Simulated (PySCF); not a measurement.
# Ce(S2)2: forces at shaken geometries

How stiff is Ce(S2)2? Its atoms are displaced at random by several amounts. The structure is generated, not taken from experiment.

The runs use PySCF 2.14.0; r2SCAN, Ce lcecp-2-SVP with ECP46, S def2-SVP; scalar-relativistic core potentials, no spin–orbit coupling.

3 further runs of the same task are left out: 2 for a known fault of the program, 1 that didn't finish.

## (1) Starting geometry

5 atoms, charge 0, spin multiplicity 1.

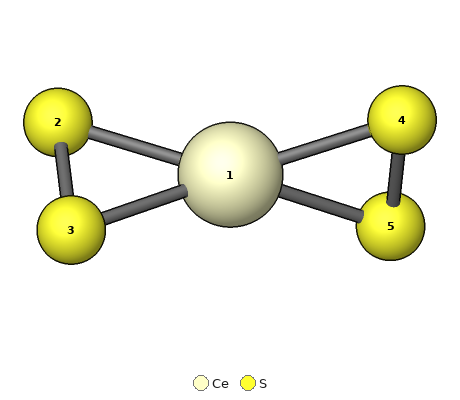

The structure; cerium light yellow, sulfur yellow; atoms are numbered from 1 in the order of the file.

As a file:

```xyz
5

Ce    0.0000    0.0000    0.0000
S     0.7548    0.7548    2.3581
S    -0.7548   -0.7548    2.3581
S     0.7548   -0.7548   -2.3581
S    -0.7548    0.7548   -2.3581
```

Formal oxidation states: Ce +4. The 4f shell is empty and lies in the core potential. An earlier session relaxed this geometry at r2SCAN, Ce lcecp-2-SVP with ECP46, S def2-SVP (singlet, point group D2d).

Its energy there is -1630.886187 Eh.

## (2) Atoms moved at random, σ = 0.15 Å

run.py (the lines that set the calculation)

```python
mol = gto.M(atom='''
Ce    -0.15083     0.11961     0.20191
S      0.73476     0.78110     2.61441
S     -0.54663    -0.83282     2.44722
S      0.67645    -0.86883    -2.59577
S     -0.71374     0.80093    -2.66777''',
    basis={'Ce': 'lcecp-2-SVP', 'S': 'def2-SVP'},
    ecp={'Ce': 'lcecp-2-SVP'},
    charge=0, spin=0)
mf = dft.RKS(mol, xc='R2SCAN')
mf.grids.atom_grid = (50, 194)  # f atoms: unpruned, at least (60, 302)
mf = mf.density_fit()  # fitting sets: Ce AutoAux, S def2-universal-JKFIT
mf.conv_tol = 1e-08; mf.max_cycle = 55
mf.kernel(dm0)  # dm0: the density of the relaxed state
```

Started as:

```bash
> OMP_NUM_THREADS=2 python run.py
```

Standard output:

```text
init E= -1630.77013748463
cycle= 1 E= -1630.78487366587  delta_E= -0.0147  |g|= 0.325  |ddm|= 1.21
cycle= 2 E= -1629.17325220557  delta_E= 1.61  |g|= 1.62  |ddm|=  4.3
cycle= 3 E= -1630.77151704803  delta_E= -1.6  |g|= 0.344  |ddm|= 4.17
cycle= 4 E= -1630.52081415447  delta_E= 0.251  |g|= 0.821  |ddm|= 1.88
cycle= 5 E= -1630.82735579823  delta_E= -0.307  |g|= 0.129  |ddm|= 1.22
cycle= 6 E= -1630.82982938863  delta_E= -0.00247  |g|= 0.102  |ddm|= 0.0986
cycle= 7 E= -1630.83283504358  delta_E= -0.00301  |g|= 0.0625  |ddm|= 0.0816
cycle= 8 E= -1630.83448593402  delta_E= -0.00165  |g|= 0.0248  |ddm|= 0.077
cycle= 9 E= -1630.83476434706  delta_E= -0.000278  |g|= 0.00734  |ddm|= 0.0476
cycle= 10 E= -1630.83478248506  delta_E= -1.81e-05  |g|= 0.00168  |ddm|= 0.0104
cycle= 11 E= -1630.83478395625  delta_E= -1.47e-06  |g|= 0.000247  |ddm|= 0.00303
cycle= 12 E= -1630.83478398367  delta_E= -2.74e-08  |g|= 9.65e-05  |ddm|= 0.000745
cycle= 13 E= -1630.83478398787  delta_E= -4.2e-09  |g|= 1.57e-05  |ddm|= 0.00016
Extra cycle  E= -1630.83478398012  delta_E= 7.75e-09  |g|= 0.00012  |ddm|= 0.000282
converged SCF energy = -1630.83478398012
```

Run time: 7.1 s. Hardware: 2 threads of Arm Neoverse V1, shared host.

Read off: E = -1630.834784 Eh (+1.399 eV from the relaxed state), frontier levels not given, since the 4f levels lie in the core, Mulliken charge on Ce1 +1.03 e, largest force component 3.913 eV/Å. The large-core potential holds the 4f shell empty. The gap is small, and the closed shell wasn't tested for a lower spin-broken solution.

| atom | Fx | Fy | Fz (eV/Å) |
| --- | --- | --- | --- |
| Ce1 | 0.963 | 0.337 | -3.913 |
| S2 | 0.104 | 0.442 | -0.751 |
| S3 | -0.689 | -1.121 | 0.997 |
| S4 | -1.176 | 1.297 | 2.031 |
| S5 | 0.799 | -0.955 | 1.636 |

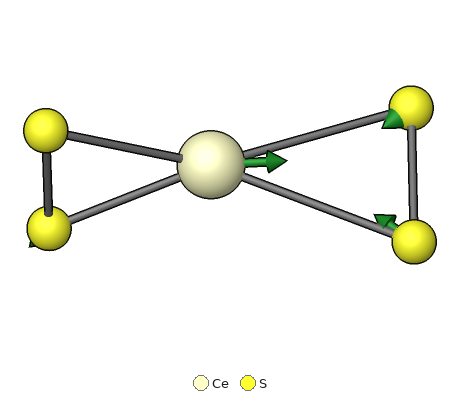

Forces as arrows, the longest for the largest force.

## (3) Atoms moved at random, σ = 0.06 Å

run.py (the lines that set the calculation)

```python
mol = gto.M(atom='''
Ce     0.07798    -0.05336    -0.05941
S      0.75418     0.79527     2.37381
S     -0.74050    -0.87329     2.39306
S      0.71058    -0.75495    -2.37136
S     -0.80224     0.88632    -2.33609''',
    basis={'Ce': 'lcecp-2-SVP', 'S': 'def2-SVP'},
    ecp={'Ce': 'lcecp-2-SVP'},
    charge=0, spin=0)
mf = dft.RKS(mol, xc='R2SCAN')
mf.grids.atom_grid = (50, 194)  # f atoms: unpruned, at least (60, 302)
mf = mf.density_fit()  # fitting sets: Ce AutoAux, S def2-universal-JKFIT
mf.conv_tol = 1e-08; mf.max_cycle = 55
mf.kernel(dm0)  # dm0: the density of the relaxed state
```

Started as:

```bash
> OMP_NUM_THREADS=2 python run.py
```

Standard output:

```text
init E= -1630.83416052061
cycle= 1 E= -1630.87209166728  delta_E= -0.0379  |g|= 0.0966  |ddm|= 0.487
cycle= 2 E= -1630.81204362876  delta_E= 0.06  |g|= 0.383  |ddm|= 0.771
cycle= 3 E= -1630.8751079978  delta_E= -0.0631  |g|= 0.0568  |ddm|= 0.637
cycle= 4 E= -1630.87592345775  delta_E= -0.000815  |g|= 0.0331  |ddm|= 0.118
cycle= 5 E= -1630.87634107518  delta_E= -0.000418  |g|= 0.00825  |ddm|= 0.0506
cycle= 6 E= -1630.87637331945  delta_E= -3.22e-05  |g|= 0.00112  |ddm|= 0.0141
cycle= 7 E= -1630.8763736662  delta_E= -3.47e-07  |g|= 0.000688  |ddm|= 0.00226
cycle= 8 E= -1630.8763738388  delta_E= -1.73e-07  |g|= 0.000103  |ddm|= 0.00103
cycle= 9 E= -1630.87637384253  delta_E= -3.72e-09  |g|= 2.47e-05  |ddm|= 0.000152
Extra cycle  E= -1630.87637383989  delta_E= 2.64e-09  |g|= 8.07e-05  |ddm|= 0.00017
converged SCF energy = -1630.87637383989
```

It took 6.1 s on 2 threads of Arm Neoverse V1, shared host.

It gives: E = -1630.876374 Eh (+0.267 eV from the relaxed state), frontier levels not given, since the 4f levels lie in the core, Mulliken charge on Ce1 +1.14 e, largest force component 2.249 eV/Å. The large-core potential holds the 4f shell empty.

| atom | Fx | Fy | Fz (eV/Å) |
| --- | --- | --- | --- |
| Ce1 | -0.840 | 0.494 | 2.249 |
| S2 | -0.692 | -0.898 | -0.571 |
| S3 | 0.953 | 0.977 | -0.988 |
| S4 | -0.210 | 0.277 | -1.112 |
| S5 | 0.789 | -0.850 | 0.423 |

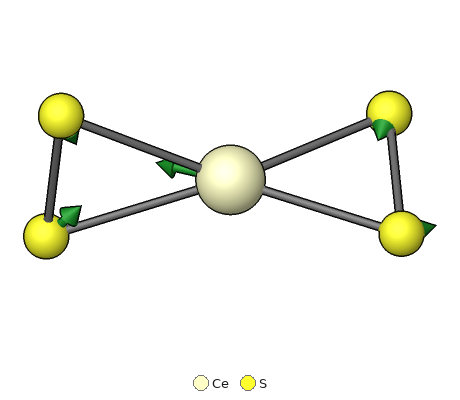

Forces as arrows, the longest for the largest force.

## (4) Atoms moved at random, σ = 0.06 Å

run.py (the lines that set the calculation)

```python
mol = gto.M(atom='''
Ce    -0.12532     0.07212    -0.02176
S      0.81967     0.71672     2.43765
S     -0.74405    -0.76849     2.24760
S      0.79487    -0.77604    -2.33105
S     -0.74517     0.75568    -2.33244''',
    basis={'Ce': 'lcecp-2-SVP', 'S': 'def2-SVP'},
    ecp={'Ce': 'lcecp-2-SVP'},
    charge=0, spin=0)
mf = dft.RKS(mol, xc='R2SCAN')
mf.grids.atom_grid = (50, 194)  # f atoms: unpruned, at least (60, 302)
mf = mf.density_fit()  # fitting sets: Ce AutoAux, S def2-universal-JKFIT
mf.conv_tol = 1e-08; mf.max_cycle = 55
mf.kernel(dm0)  # dm0: the density of the relaxed state
```

Started as:

```bash
> OMP_NUM_THREADS=2 python run.py
```

Standard output:

```text
init E= -1630.86799116091
cycle= 1 E= -1630.87409951397  delta_E= -0.00611  |g|= 0.0816  |ddm|= 0.567
cycle= 2 E= -1630.86340886344  delta_E= 0.0107  |g|= 0.179  |ddm|= 0.396
cycle= 3 E= -1630.87577119312  delta_E= -0.0124  |g|= 0.0444  |ddm|= 0.334
cycle= 4 E= -1630.87649531514  delta_E= -0.000724  |g|= 0.0172  |ddm|= 0.0932
cycle= 5 E= -1630.87661480891  delta_E= -0.000119  |g|= 0.00369  |ddm|= 0.0289
cycle= 6 E= -1630.87661726377  delta_E= -2.45e-06  |g|= 0.00274  |ddm|= 0.00834
cycle= 7 E= -1630.87662022091  delta_E= -2.96e-06  |g|= 0.000499  |ddm|= 0.00445
cycle= 8 E= -1630.87662030974  delta_E= -8.88e-08  |g|= 5.56e-05  |ddm|= 0.000772
cycle= 9 E= -1630.87662031075  delta_E= -1e-09  |g|= 2.65e-05  |ddm|= 0.000121
Extra cycle  E= -1630.87662030943  delta_E= 1.32e-09  |g|= 6.5e-05  |ddm|= 0.000125
converged SCF energy = -1630.87662030943
```

Run time: 6.1 s. Hardware: 2 threads of Arm Neoverse V1, shared host.

It gives: E = -1630.876620 Eh (+0.260 eV from the relaxed state), frontier levels not given, since the 4f levels lie in the core, Mulliken charge on Ce1 +1.13 e, largest force component 1.749 eV/Å. The large-core potential holds the 4f shell empty.

| atom | Fx | Fy | Fz (eV/Å) |
| --- | --- | --- | --- |
| Ce1 | 1.749 | 0.113 | 0.746 |
| S2 | -0.681 | -0.457 | -1.029 |
| S3 | -0.243 | -0.263 | 1.212 |
| S4 | -0.557 | 0.456 | 0.533 |
| S5 | -0.268 | 0.151 | -1.462 |

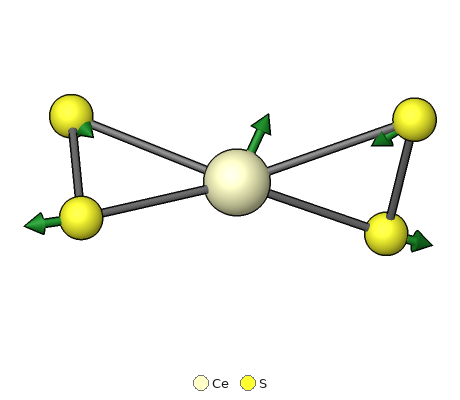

Forces as arrows, the longest for the largest force.

## (5) Results

| σ (Å) | energy rise (eV) | harmonic estimate −½ F·u (eV) | largest force component (eV/Å) |
| --- | --- | --- | --- |
| 0.15 | 1.399 | 1.051 | 3.91 |
| 0.06 | 0.267 | 0.261 | 2.25 |
| 0.06 | 0.260 | 0.263 | 1.75 |

Every displacement raises the energy. For a harmonic well the rise equals −½ F·u; the two differ by at most 25 % here (a move with σ = 0.15 Å), from anharmonicity, the grid and the small forces left at the relaxed point. The bases are small and lack diffuse functions. Spin–orbit coupling is left out.
